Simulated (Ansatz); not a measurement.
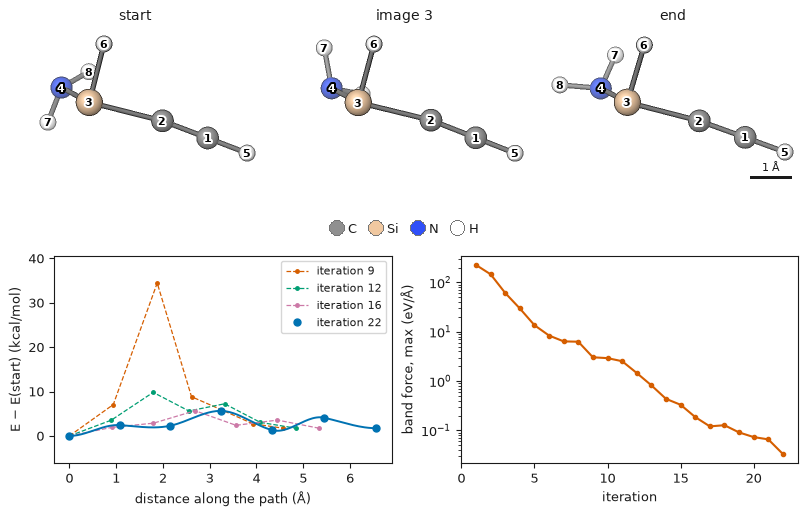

A nudged-elastic-band calculation for C₂H₄NSi (charge −1). Images are numbered from 0 (start) to 6 (end). The plot follows the band through its iterations. The picture is a ball-and-stick view, seen from a free direction.

Computed with RKS PBE0-D4/def2-SVP (Ansatz). Settings: 5 movable images; climbing image; force threshold 0.05 eV/Å; iteration limit 60; starting path through a guess of the saddle point.

Judge this run.

Answer. The run is converged, with reservations. The band converged in 22 iterations. The largest component of the band force went from 230 to 0.033 eV/Å. The climbing image converged on the top of the path. Its vibrational analysis gives one imaginary mode (315i cm⁻¹), as a transition state must have. The first iteration put the highest image at 1202.57 kcal/mol. Relative to the start the highest point is image 3 at +5.65 kcal/mol and the end lies at +1.75 kcal/mol, but the profile dips to +1.30 kcal/mol at image 4 on the way, so the process runs in steps.

Limits of the set-up: the basis has no diffuse functions, which an anion needs.

Cost: 4.1 min on 1 thread of Arm Neoverse V2, on a shared host, peak memory 0.15 GiB.
